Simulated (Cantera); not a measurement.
Input: 1 mol Si2Cl6, 0.095 mol HCl, 11 mol H2, at 1400 Pa.

These are equilibrium values from Cantera (NASA tables, ideal gas, pure condensed phases), not measurements of a reactor. Candidate condensed phases: Si; 19 gas species. The feed counts by its element totals alone. The tables' values for SiCl3, SiCl are old estimates; treat these amounts as uncertain. Gases not in the tables: Si2H6 and higher silanes. Equilibrium is a limit: real reactors are often held back by kinetics, nucleation or transport.

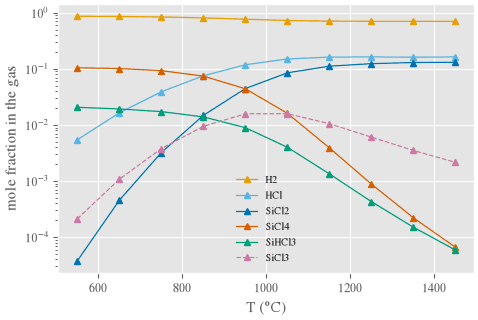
Fig. 1. Equilibrium gas composition (values under 1e-9 drawn at 1e-9)

Question: Read off the mole fractions at 852 °C.

Answer: H2 about 0.81, HCl about 0.075, SiCl4 about 0.074, SiCl2 about 0.015, SiHCl3 about 0.014, SiCl3 about 0.0094.
